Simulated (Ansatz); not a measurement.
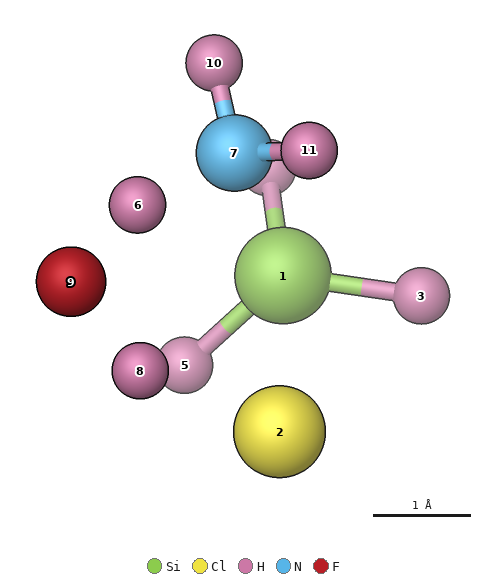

*The starting structure (ball-and-stick view, seen at a tilt; atoms are numbered from 1 in the order of the input).*

SiNH₇ClF: geometry relaxation (part 1 of 2)

System: SiNH₇ClF.
Method: RKS B3LYP-D4/def2-mTZVP (Ansatz 0.2.0).

The input holds or restrains some coordinates. It belongs to a series of runs on one base structure; here: pulled along the bonds that form and break, towards end A. Figures and captions count atoms from 1; the log counts them from 0 in places.

## The program's output
```
The last accepted step is kept in [file] (removed where the run ends without a failure and the disk answers)
Engine: ansatz 0.2.0, aarch64-unknown-linux-gnu
Functional definition: B3LYP
  parameter a0 = 0.2
  parameter ax = 0.72
  parameter ac = 0.81
  exchange = (1 - a0 - ax)*slater_x + ax*b88_x + a0*exact_x
  correlation = (1 - ac)*vwn_rpa_c + ac*lyp_c
1002 factors; integrals over basis functions are off by at most 6.6e-4 eV
mean field evaluation 1: about -24717.6427 eV, gradient 6.1e1 eV
mean field evaluation 2: about -24707.9445 eV, gradient 8.8e1 eV
mean field evaluation 4: about -24724.0872 eV, gradient 4.6e0 eV
mean field evaluation 8: about -24724.1529 eV, gradient 5.0e-2 eV
mean field evaluation 16: about -24724.1529 eV, gradient 3.2e-5 eV
mean field -24724.15289670 eV, -908.5958603209 hartree, gradient 3.2e-5 eV, S^2 0.000000; 0 other end points of the search recorded, 0 dependent functions left out
the calculation of the forces begins
reference -24724.15315133 eV, -908.5958696785 hartree; 27, 27 occupied and 76, 76 virtual orbitals, 1002 factors
relax step   1: F+E_penalty+E_count = -24724.49546427 eV  Δ(F+E_penalty+E_count) = +0.000e0 eV  max|allowed force component| = 2.422e0 eV/Å  E_restraint = 45.81410012 eV  max|allowed force component, restraints' pulls added| = 3.862e1 eV/Å  Δτ_max = 0.0000 Å  (26 SCF iters, accepted)
  distance Si 0 - N 6 = 2.1199 Å
  distance H 5 - F 8 = 1.2079 Å
  distance H 7 - Cl 1 = 1.7485 Å
  distance Si 0 - Cl 1 = 2.4935 Å
  distance H 5 - N 6 = 1.3338 Å
  distance H 7 - F 8 = 1.1985 Å
these checks for a lower state are left out or cut short: starts, cluster_reference, orbital_swaps, neighbouring_geometries, increment
1002 factors; integrals over basis functions are off by at most 8.5e-4 eV
mean field -24724.19544617 eV, -908.5974239851 hartree, gradient 1.8e-5 eV, S^2 0.000000; 0 other end points of the search recorded, 0 dependent functions left out
[... from here on the field's lines of each further geometry are left out, up to the last ...]
relax step   2: F+E_penalty+E_count = -24724.52584314 eV  Δ(F+E_penalty+E_count) = -3.038e-2 eV  max|allowed force component| = 2.860e0 eV/Å  E_restraint = 19.18679459 eV  max|allowed force component, restraints' pulls added| = 2.483e1 eV/Å  Δτ_max = 0.1949 Å  (33 SCF iters, accepted)
relax step   3: F+E_penalty+E_count = -24723.57563684 eV  Δ(F+E_penalty+E_count) = +9.502e-1 eV  max|allowed force component| = 5.682e0 eV/Å  E_restraint = 4.26607494 eV  max|allowed force component, restraints' pulls added| = 8.098e0 eV/Å  Δτ_max = 0.1965 Å  (34 SCF iters, accepted)
relax step   4: F+E_penalty+E_count = -24723.80192005 eV  Δ(F+E_penalty+E_count) = -2.263e-1 eV  max|allowed force component| = 1.968e0 eV/Å  E_restraint = 0.47203849 eV  max|allowed force component, restraints' pulls added| = 2.699e0 eV/Å  Δτ_max = 0.1916 Å  (29 SCF iters, accepted)
relax step   5: F+E_penalty+E_count = -24724.29937151 eV  Δ(F+E_penalty+E_count) = -4.975e-1 eV  max|allowed force component| = 1.192e0 eV/Å  E_restraint = 0.04790060 eV  max|allowed force component, restraints' pulls added| = 9.418e-1 eV/Å  Δτ_max = 0.1979 Å  (29 SCF iters, accepted)
relax step   6: F+E_penalty+E_count = -24724.79029694 eV  Δ(F+E_penalty+E_count) = -4.909e-1 eV  max|allowed force component| = 9.444e-1 eV/Å  E_restraint = 0.02810168 eV  max|allowed force component, restraints' pulls added| = 6.915e-1 eV/Å  Δτ_max = 0.1973 Å  (29 SCF iters, accepted)
relax step   7: F+E_penalty+E_count = -24725.12139028 eV  Δ(F+E_penalty+E_count) = -3.311e-1 eV  max|allowed force component| = 8.685e-1 eV/Å  E_restraint = 0.03229435 eV  max|allowed force component, restraints' pulls added| = 4.563e-1 eV/Å  Δτ_max = 0.1950 Å  (28 SCF iters, accepted)
relax step   8: F+E_penalty+E_count = -24725.17345161 eV  Δ(F+E_penalty+E_count) = -5.206e-2 eV  max|allowed force component| = 1.032e0 eV/Å  E_restraint = 0.03165527 eV  max|allowed force component, restraints' pulls added| = 6.020e-1 eV/Å  Δτ_max = 0.1648 Å  (27 SCF iters, accepted)
relax step   9: F+E_penalty+E_count = -24725.21714610 eV  Δ(F+E_penalty+E_count) = -4.369e-2 eV  max|allowed force component| = 9.075e-1 eV/Å  E_restraint = 0.05454898 eV  max|allowed force component, restraints' pulls added| = 9.281e-1 eV/Å  Δτ_max = 0.1950 Å  (27 SCF iters, accepted)
relax step  10: F+E_penalty+E_count = -24725.24657638 eV  Δ(F+E_penalty+E_count) = -2.943e-2 eV  max|allowed force component| = 7.664e-1 eV/Å  E_restraint = 0.06027633 eV  max|allowed force component, restraints' pulls added| = 1.358e0 eV/Å  Δτ_max = 0.1289 Å  (27 SCF iters, accepted)
relax step  11: F+E_penalty+E_count = -24725.29140766 eV  Δ(F+E_penalty+E_count) = -4.483e-2 eV  max|allowed force component| = 7.766e-1 eV/Å  E_restraint = 0.04878804 eV  max|allowed force component, restraints' pulls added| = 7.449e-1 eV/Å  Δτ_max = 0.1829 Å  (28 SCF iters, accepted)
relax step  12: F+E_penalty+E_count = -24725.34533001 eV  Δ(F+E_penalty+E_count) = -5.392e-2 eV  max|allowed force component| = 7.778e-1 eV/Å  E_restraint = 0.04443356 eV  max|allowed force component, restraints' pulls added| = 4.534e-1 eV/Å  Δτ_max = 0.1995 Å  (27 SCF iters, accepted)
relax step  13: F+E_penalty+E_count = -24725.39939389 eV  Δ(F+E_penalty+E_count) = -5.406e-2 eV  max|allowed force component| = 1.046e0 eV/Å  E_restraint = 0.03390335 eV  max|allowed force component, restraints' pulls added| = 3.011e-1 eV/Å  Δτ_max = 0.1953 Å  (27 SCF iters, accepted)
relax step  14: F+E_penalty+E_count = -24725.47138211 eV  Δ(F+E_penalty+E_count) = -7.199e-2 eV  max|allowed force component| = 1.030e0 eV/Å  E_restraint = 0.03028372 eV  max|allowed force component, restraints' pulls added| = 2.385e-1 eV/Å  Δτ_max = 0.1953 Å  (27 SCF iters, accepted)
relax step  15: F+E_penalty+E_count = -24725.54207931 eV  Δ(F+E_penalty+E_count) = -7.070e-2 eV  max|allowed force component| = 9.875e-1 eV/Å  E_restraint = 0.02712182 eV  max|allowed force component, restraints' pulls added| = 1.671e-1 eV/Å  Δτ_max = 0.1998 Å  (27 SCF iters, accepted)
relax step  16: F+E_penalty+E_count = -24725.58907232 eV  Δ(F+E_penalty+E_count) = -4.699e-2 eV  max|allowed force component| = 1.022e0 eV/Å  E_restraint = 0.02489189 eV  max|allowed force component, restraints' pulls added| = 1.046e-1 eV/Å  Δτ_max = 0.2000 Å  (26 SCF iters, accepted)
relax step  17: F+E_penalty+E_count = -24725.60082768 eV  Δ(F+E_penalty+E_count) = -1.176e-2 eV  max|allowed force component| = 5.737e-1 eV/Å  E_restraint = 0.03441525 eV  max|allowed force component, restraints' pulls added| = 7.365e-1 eV/Å  Δτ_max = 0.1935 Å  (27 SCF iters, accepted)
the calculation of the forces begins
reference -24725.30241155 eV, -908.6381042127 hartree; 27, 27 occupied and 76, 76 virtual orbitals, 1002 factors
relax step  18: F+E_penalty+E_count = -24725.60393416 eV  Δ(F+E_penalty+E_count) = -3.106e-3 eV  max|allowed force component| = 1.077e0 eV/Å  E_restraint = 0.02408128 eV  max|allowed force component, restraints' pulls added| = 3.215e-2 eV/Å  Δτ_max = 0.0495 Å  (28 SCF iters, accepted)
```

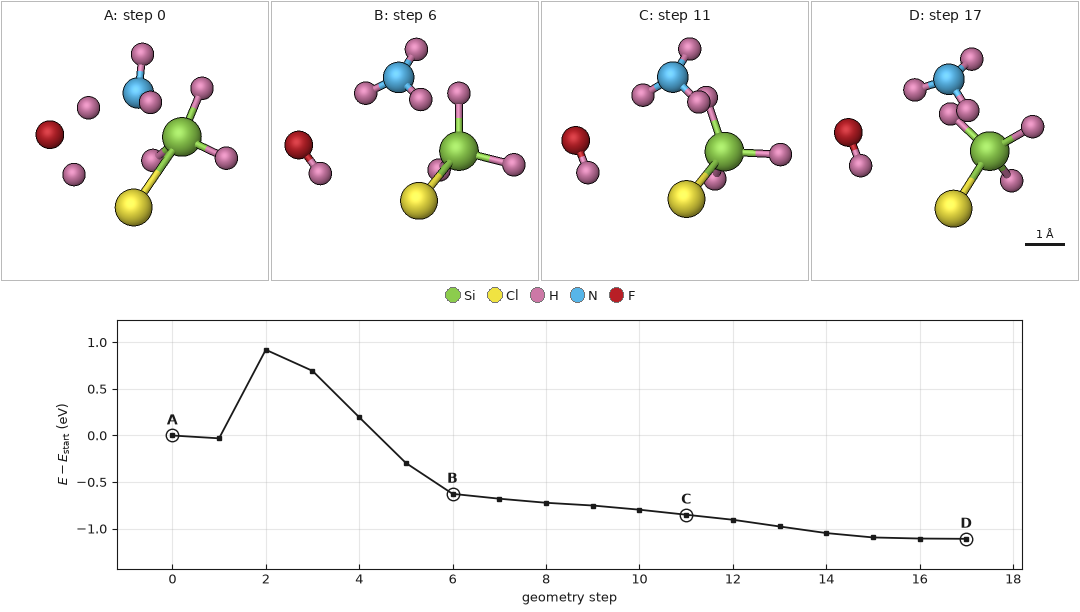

*Frames of the restrained relaxation (ball-and-stick view, seen at a tilt) above the curves, on which the letters mark them (the first geometry is step 0 here and step 1 in the log).*

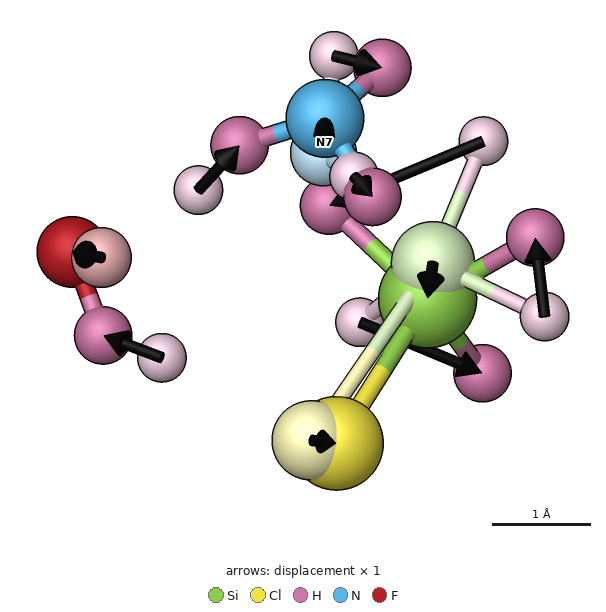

*Start (faint) and end (solid) with the displacements as black arrows, at true length (ball-and-stick view, seen at a tilt). The two geometries are laid on each other by the best rigid fit.*

Over 17 geometry steps the energy falls by 1.108 eV. The largest force component goes from 2.4 to 1.1 eV/Å. The largest move after the best rigid fit is that of H4, 1.71 Å. Largest moves by element: H 1.71 Å, N 0.80 Å, F 0.53 Å, Si 0.41 Å, Cl 0.30 Å. Distances before and after: Si1–Cl2 2.493 → 2.121 Å, H6–N7 1.334 → 1.015 Å, H8–F9 1.198 → 0.916 Å, Si1–H5 1.452 → 1.478 Å. New bonds form: H6–N7 (1.33 → 1.02 Å), H8–F9 (1.20 → 0.92 Å). Among the angles that change: Cl2–Si1–H4 168.6° → 109.9°, Cl2–Si1–H3 83.2° → 109.5°, Cl2–Si1–H5 78.5° → 104.2°. (Atoms are counted from 1 in the order of the input.)

```
  distance Si 0 - N 6 = 3.1335 Å
  distance H 5 - F 8 = 2.1803 Å
  distance H 7 - Cl 1 = 2.6267 Å
  distance Si 0 - Cl 1 = 2.1214 Å
  distance H 5 - N 6 = 1.0151 Å
  distance H 7 - F 8 = 0.9162 Å
1002 factors; integrals over basis functions are off by at most 9.7e-4 eV
mean field -24725.30213919 eV, -908.6380942037 hartree, gradient 1.2e-5 eV, S^2 0.000000; 1 other end points of the search recorded, 0 dependent functions left out
the calculation of the forces begins
reference -24725.30241155 eV, -908.6381042127 hartree; 27, 27 occupied and 76, 76 virtual orbitals, 1002 factors
Total energy: -24725.60420652 eV, -908.6491949731 hartree
Atom 0 at    -1.324315     0.076100    -0.787407 Å, force    -0.205659    -0.321031    -0.266680 eV/Å
Atom 1 at     0.041190    -1.361906    -1.540951 Å, force    -0.128822     0.168237     0.195793 eV/Å
Atom 2 at    -0.956607     1.411173    -1.286184 Å, force     0.020612    -0.009987     0.002600 eV/Å
Atom 3 at    -1.390783    -0.016950     0.677662 Å, force     0.014285     0.000579    -0.005726 eV/Å
Atom 4 at    -2.623521    -0.316951    -1.371942 Å, force    -0.004010    -0.001222    -0.000076 eV/Å
Atom 5 at     1.165444     0.280738     1.052973 Å, force     0.014304     0.134606    -0.083842 eV/Å
Atom 6 at     1.300599     1.149429     0.545539 Å, force     0.312797     0.021439     0.241264 eV/Å
Atom 7 at     0.884360    -2.179423     0.808623 Å, force    -0.082323    -0.411026    -1.076585 eV/Å
Atom 8 at     0.928196    -1.804614     1.643546 Å, force     0.050466     0.418589     0.995468 eV/Å
Atom 9 at     0.531248     1.784853     0.697139 Å, force     0.006450    -0.001781    -0.003480 eV/Å
Atom 10 at     1.444090     0.977550    -0.439099 Å, force     0.001901     0.001596     0.001264 eV/Å
Dipole moment:    -0.503588     0.021079    -0.287116 e Å
```

## Trajectory as extended XYZ (Å, eV, eV/Å), 18 frames, from step=1 to step=18
```
11
Properties=species:S:1:pos:R:3:forces:R:3 step=1 energy=-24724.49546
Si   -1.1289    0.4647   -0.6273    1.8999   0.9257   1.6547
Cl    0.1888   -1.5172   -1.3710    0.9304  -1.1182   0.5167
H    -0.8395    0.9453   -1.9706   -0.1872  -0.0287  -0.3651
H    -1.7419    1.6289    0.0546   -0.1467   0.2708   0.0790
H    -1.9994   -0.6276   -0.2308   -0.3604  -0.1638   0.0188
H     0.9485   -0.4321    1.1093   -0.5355   2.1616  -1.1373
N     0.6499    0.7153    0.4983   -1.4823  -2.4223   0.0808
H     0.7886   -1.9366    0.2169    0.1620   0.9936   0.6738
F     1.1430   -1.6067    1.3132   -0.4608  -1.1008  -1.4712
H     0.5767    1.4830    1.1471   -0.0468   0.3538   0.1492
H     1.4141    0.8830   -0.1398    0.2274   0.1284  -0.1994
11
Properties=species:S:1:pos:R:3:forces:R:3 step=2 energy=-24724.52584
Si   -1.2360    0.4031   -0.7325    2.3082   1.2944   1.7267
Cl    0.0888   -1.4149   -1.5035    0.6066  -0.5419   0.3342
H    -0.8432    0.9466   -1.9909   -0.3903   0.4656  -0.9985
H    -1.7406    1.6206    0.0475    0.2145  -0.3763  -0.2155
H    -2.0195   -0.6465   -0.2295   -1.3264  -0.8784   0.2719
H     0.9309   -0.2816    1.0845    0.0370   2.8601  -0.8287
N     0.7843    0.7070    0.5958   -2.1207  -2.5270  -0.5211
H     0.8490   -1.9741    0.3783    0.5465   0.4291   1.6509
F     1.1638   -1.7558    1.3315   -0.6768  -1.1853  -2.0014
H     0.5865    1.5033    1.1616    0.2208   0.4192   0.6431
H     1.4359    0.8921   -0.1430    0.5807   0.0404  -0.0616
11
Properties=species:S:1:pos:R:3:forces:R:3 step=3 energy=-24723.57564
Si   -1.3422    0.3467   -0.8571    2.0317   1.6766   2.0572
Cl   -0.0101   -1.3185   -1.5969    0.6097  -0.4986   0.3012
H    -0.8536    0.9644   -2.0229   -0.5972   0.9078  -1.5628
H    -1.7303    1.6027    0.0375    0.3876  -0.9509  -0.6002
H    -2.0545   -0.6670   -0.2253   -1.7977  -1.1249   0.3364
H     0.9375   -0.0949    1.0797    0.5873  -4.3587   2.5168
N     0.9075    0.7376    0.6839   -1.5059   3.8972  -3.7965
H     0.9201   -2.0433    0.5250   -1.8181  -0.7972  -5.6820
F     1.1810   -1.9514    1.3392    1.7249   0.4642   5.4760
H     0.5929    1.5259    1.1817    0.0121   0.7759   0.7236
H     1.4516    0.8977   -0.1449    0.3657   0.0087   0.2302
11
Properties=species:S:1:pos:R:3:forces:R:3 step=4 energy=-24723.80192
Si   -1.4016    0.3167   -0.9287    1.4487   1.4277   1.7140
Cl   -0.0715   -1.2579   -1.6533    0.8131  -0.5972   0.4583
H    -0.9226    1.0038   -2.0914   -0.9428   0.6824  -1.1718
H    -1.7116    1.5511    0.0042    0.4664  -0.9099  -0.4824
H    -2.1437   -0.6892   -0.2427   -1.4430  -0.5750  -0.1190
H     0.9685   -0.0524    1.1488    0.2075  -1.3787   0.8731
N     1.0249    0.8301    0.7420   -0.5363   0.7518  -1.4873
H     0.9500   -2.1190    0.5520   -0.6007  -0.1465  -1.9678
F     1.2140   -2.1222    1.4196    0.4706   0.0845   1.7039
H     0.6071    1.6059    1.1940   -0.0394   0.5401   0.2471
H     1.4863    0.9331   -0.1444    0.1559   0.1207   0.2319
```
